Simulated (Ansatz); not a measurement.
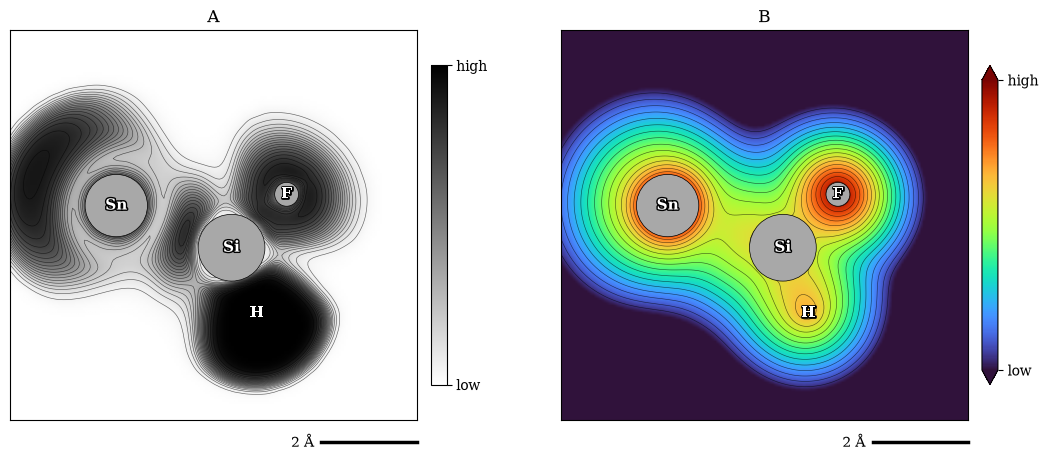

FH2SiSn (charge +1): 2 fields on the plane of atoms F1, Si2 and Sn3, with unlabelled colour scales. Grey discs cover the atomic cores.

Geometry: r2SCAN-D4/def2-SVP; core potentials replace the inner electrons of Sn.

Method: isolated molecule in a Gaussian basis; Kohn-Sham density functional theory, functional PBE0 (Ansatz).

Question: The panels show electron density and electron localisation function in some order. Assign them.

Answer: Panel A: electron localisation function. Panel B: electron density. From the grid: Si–F (1.61 Å): the density is about 1.1 e/Å³ at the midpoint; the ELF peaks at about 0.85 in the valence shell of F, 0.6 Å from its nucleus, and is about 0.50 at the midpoint. Si–Sn (2.57 Å): the density is about 0.45 e/Å³ at the midpoint; the ELF peaks at about 0.85 between the atoms (a covalent bond).
